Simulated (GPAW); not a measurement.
The O K edge of atom 2 in SnO2 (R-3m), with 3 Sn at 2.13 Å (pyramidal, site symmetry 3m), was computed in 3 ways: full core hole (charged cell), half core hole and no core hole. Program and functional: GPAW, LDA, Gaussian full width 0.9 eV up to 4 eV, rising linearly to 3.5 eV at 25 eV; cells of 3 and 21 atoms (the run without a hole in the smaller).

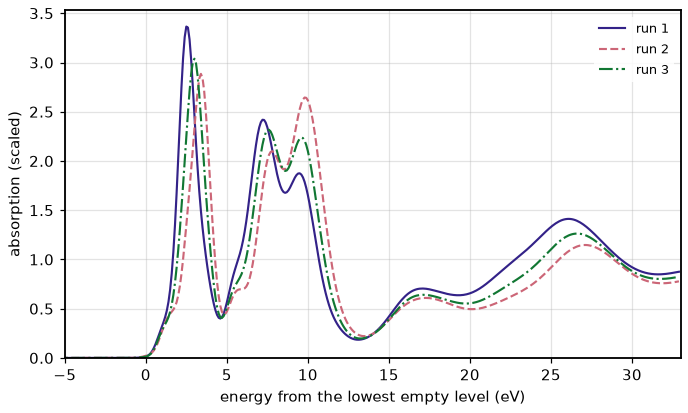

Each run is counted from its own lowest empty level or Fermi level and scaled to a mean of 1 over its first 20 eV.

Question: Which run is which?

Run 1: full core hole (charged cell) (area from −2 to 6 eV 6.7, main maxima 2.5 eV (3.36), 7.2 eV (2.42), 9.5 eV (1.87) and 17.1 eV (0.70)). Run 2: no core hole (area from −2 to 6 eV 5.9, main maxima 3.4 eV (2.88), 7.8 eV (2.10), 9.8 eV (2.64) and 17.3 eV (0.61)). Run 3: half core hole (area from −2 to 6 eV 6.3, main maxima 3.0 eV (3.04), 7.6 eV (2.32), 9.6 eV (2.24) and 17.1 eV (0.64)). With each curve scaled to its own mean, the area from −2 to 6 eV with the hole is 6.7 against 5.9, and the centre of weight from −1 to 20 eV moves by -0.4 eV (first and strongest maxima below 20 eV: 3.4 eV (2.88), 7.8 eV (2.10) and 9.8 eV (2.64) without the hole, 2.5 eV (3.36), 7.2 eV (2.42) and 9.5 eV (1.87) with it); the shape changes all the same, by 48 % r.m.s.

[Hosts, paths, dates, database ids (printed as entryN), source tags and the programs' standing remarks are cut or masked in the printed files.]

[Lists of maxima count a maximum above −3 eV only where it reaches 4 % of the highest in the window and stands out from its surroundings by 2 % of it (1.5 % where it reaches 55 %); shoulders and weaker maxima are passed over, and of the rest the first, up to two pre-edge ones and the few strongest are named.]
